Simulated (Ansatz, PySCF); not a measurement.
Bond stretch in AlBe (anion, charge -1), lowest triplet found (which spin is the ground state isn't settled by this scan).

UKS-PBE = unrestricted PBE/aug-cc-pVDZ (Ansatz, a program for electronic structure); UKS-B3LYP/6-31G* = unrestricted B3LYP/6-31G*, spherical d (PySCF); UKS-B3LYP/3-21G = unrestricted B3LYP/3-21G run with PySCF; UCCSDT(Q) = CCSDT(Q) on UHF/aug-cc-pVDZ, frozen core run with Ansatz; UMP2 = MP2 on UHF/aug-cc-pVDZ, frozen core run with Ansatz.

Energies are in kJ/mol, each relative to the lowest point of its own curve between 1.88 and 2.71 Å, where full CI is lowest.

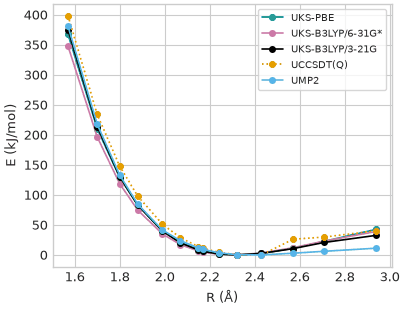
*Energy against bond length for each method.*

| R / Å | UKS-PBE | UKS-B3LYP/6-31G* | UKS-B3LYP/3-21G | UCCSDT(Q) | UMP2 |
|---|---|---|---|---|---|
| 1.57 | 367.5 | 347.9 | 375.2 | 398.7 | 381.0 |
| 1.70 | 210.2 | 196.3 | 213.7 | 233.9 | 217.6 |
| 1.80 | 129.0 | 118.5 | 130.3 | 147.7 | 132.9 |
| 1.88 | 82.8 | 74.7 | 83.0 | 98.0 | 84.6 |
| 1.99 | 40.1 | 34.9 | 39.6 | 51.1 | 41.4 |
| 2.07 | 20.7 | 17.2 | 20.1 | 28.6 | 23.6 |
| 2.15 | 8.6 | 6.5 | 8.2 | 13.9 | 11.5 |
| 2.17 | 6.5 | 4.7 | 6.1 | 11.1 | 9.3 |
| 2.24 | 1.7 | 0.8 | 1.5 | 4.3 | 3.6 |
| 2.32 | 0.0 | 0.0 | 0.0 | 0.4 | 0.4 |
| 2.43 | 2.6 | 3.3 | 2.6 | 0.0 | 0.0 |
| 2.57 | 11.1 | 12.0 | 10.5 | 26.1 | 2.9 |
| 2.71 | 22.7 | 23.1 | 20.9 | 29.9 | 6.1 |
| 2.94 | 42.6 | 39.1 | 32.6 | 40.3 | 11.2 |

At the longest distance, 2.94 Å, UKS-PBE lies highest above its minimum (42.6 kJ/mol) and UMP2 lowest (11.2 kJ/mol).

The scan ran from 1.57 to 7.43 Å; beyond the distances shown full CI changes its symmetry label. Where the anion isn't bound against loss of the electron, the finite basis alone holds it. The unrestricted determinant behind UCCSDT(Q), UMP2 is spin-contaminated at 1.57 to 2.94 Å (<S²> up to 2.8, against 2.00 for a pure triplet).
